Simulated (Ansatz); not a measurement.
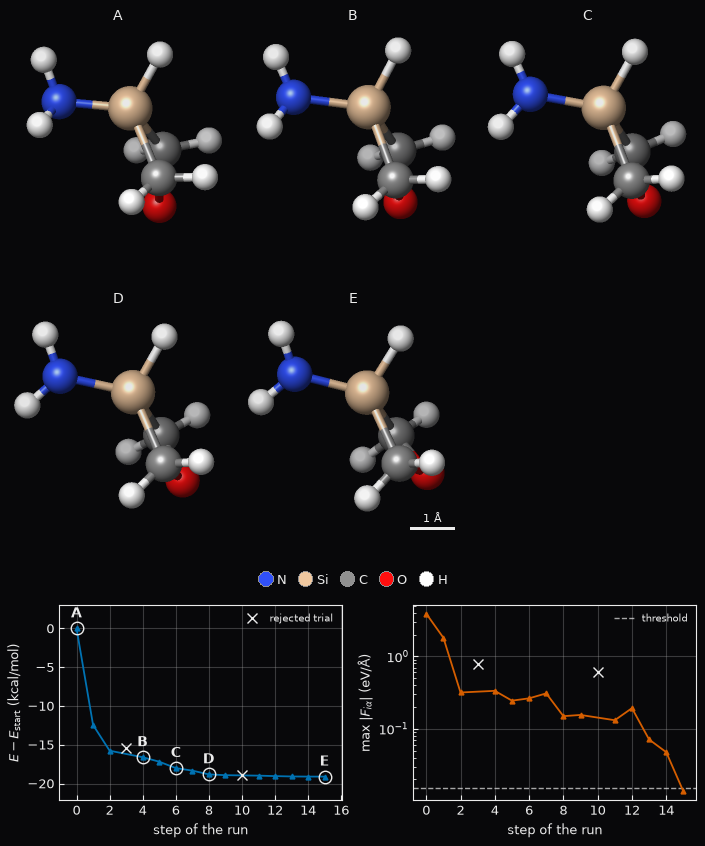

Frames of a relaxation of C₂H₇NOSi, marked on the history of the run. A ball-and-stick model, seen from a free direction.

The run prepares an end point of a later path (inversion) calculation, from a guessed geometry.

Method: RKS PBE0-D4/def2-SVP in Ansatz. (no spin polarisation; force threshold 0.015 eV/Å; at most 40 steps)

Question: What happens along the run?

Answer: The largest move after the best rigid fit is that of the O atom, 0.85 Å. By element the largest moves are O 0.85 Å, H 0.79 Å, N 0.34 Å, C 0.14 Å, Si 0.06 Å. Some distances before and after: C–O 1.516 → 1.432 Å, N–Si 1.631 → 1.715 Å, C–H 1.047 → 1.109 Å, C–Si 1.850 → 1.905 Å. Among the angles between lasting bonds that change: Si–N–H 110.9° → 124.1°, H–N–H 102.6° → 112.8°, C–O–C 94.3° → 104.1°. Over 13 accepted moves (15 points after the start) the energy falls by 19.1 kcal/mol. Largest force component: 3.9 eV/Å at the start, 0.014 eV/Å at the end. The line search rejected the trial steps at points 3, 10 of the run. From step 0 to 4: H atoms move most (0.19 Å), energy −16.6 kcal/mol. From step 4 to 6: an H atom moves most (0.24 Å), energy −1.40 kcal/mol. From step 6 to 8: an H atom moves most (0.30 Å), energy −0.81 kcal/mol. From step 8 to 15: the O atom moves most (0.28 Å), energy −0.29 kcal/mol.
